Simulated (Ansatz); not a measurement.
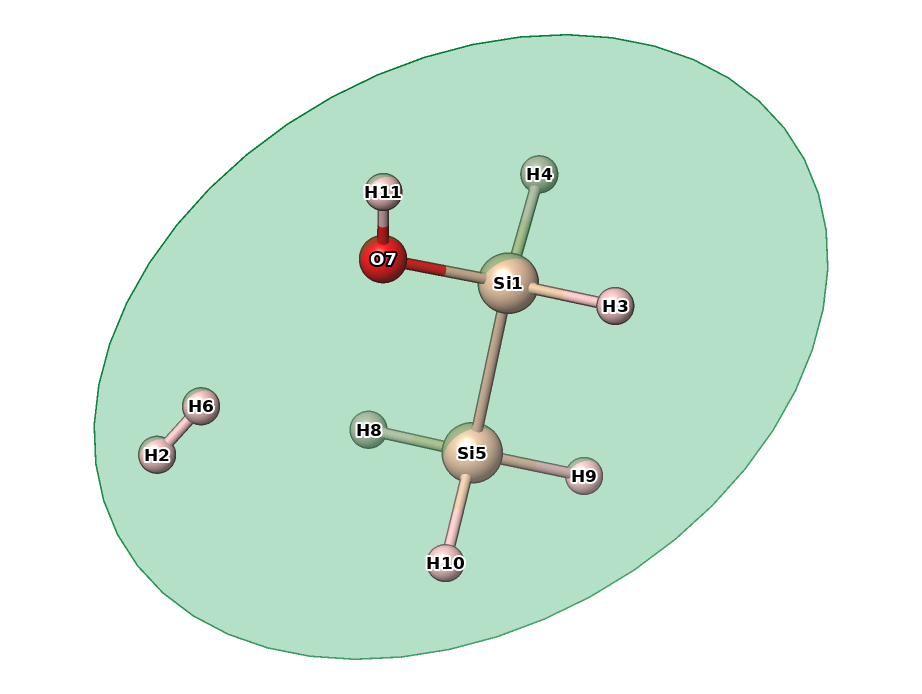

A disc through the centre of mass is drawn in. Distant atoms are faded towards the background colour. The computed structure is the end point of a PBE0-D4/def2-TZVP optimisation.

### Is the plane of the disc a mirror plane of the structure?

Yes. The reflection leaves Si1, H2, Si5, H6, O7, H9, H11 in place and moves H3 ↔ H4; H8 ↔ H10. The point group is Cs.
